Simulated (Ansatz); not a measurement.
The figure comes from a scan of NaF (rock salt): a phonon pattern at X = (0.5, 0.5, 0.0) is frozen into a 4-atom cell, Q being the largest atomic displacement. The numbers are results of r2SCAN (plane waves to 500 eV, PAW, scalar-relativistic; Ansatz, an electronic-structure program), not measurements. k mesh 12×12×12 (Γ-centred), Fermi-Dirac smearing 0.05 eV. NaF was relaxed with its symmetry unable to fall. 

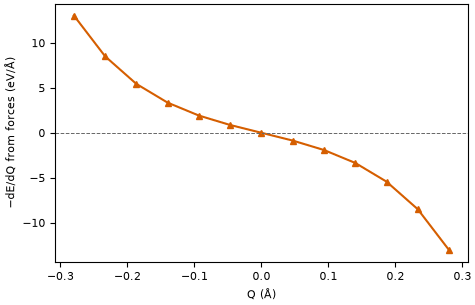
Figure. −dE/dQ from forces (eV/Å) against Q (Å); computed points joined by lines.

### Question
Read the plotted values off the figure, to the accuracy that the plot allows.

### Answer
To the nearest 0.5:

```
Q (Å)   −dE/dQ from forces (eV/Å)
------  -------------------------
-0.280                       13.0
-0.233                        8.5
-0.187                        5.5
-0.140                        3.5
-0.093                        2.0
-0.047                        1.0
0.000                         0.0
0.047                        -1.0
0.093                        -2.0
0.140                        -3.5
0.187                        -5.5
0.233                        -8.5
0.280                       -13.0
```

(For displaced atoms, the force is minus the slope of the energy, and its curvature is a force constant, which sets phonon frequencies.)
